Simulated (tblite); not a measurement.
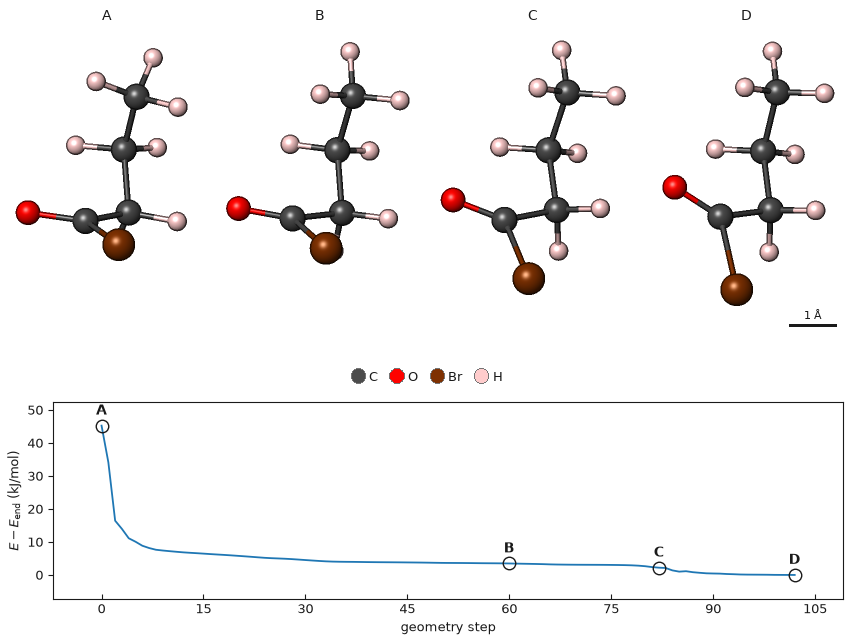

Frames of a relaxation of C4H7BrO, marked on the history of the run. A ball-and-stick model, seen from a free direction.

Level of theory: GFN2-xTB geometry optimisation, gas phase in tblite 0.8.0. 

### Describe the path.

After 102 geometry steps the energy has fallen by 45.2 kJ/mol. The largest move after the best rigid fit is that of the Br atom, 1.19 Å. Largest moves by element: Br 1.19 Å, O 0.66 Å, H 0.54 Å, C 0.19 Å. Some distances before and after: C–O 1.252 → 1.177 Å, Br–C 1.928 → 1.992 Å, C–H 1.127 → 1.087 Å, C–C 1.497 → 1.524 Å. Among the angles between lasting bonds that change: C–C–O 120.4° → 131.2°, C–C–Br 119.7° → 110.6°, C–C–H 104.1° → 110.2°. Groups turn about C–C by about 50°, C–C by about 20°. From step 0 to 60: an H atom moves most (0.42 Å), energy −41.8 kJ/mol. From step 60 to 82: the Br atom moves most (0.73 Å), energy −1.27 kJ/mol. From step 82 to 102: the O atom moves most (0.42 Å), energy −2.20 kJ/mol.
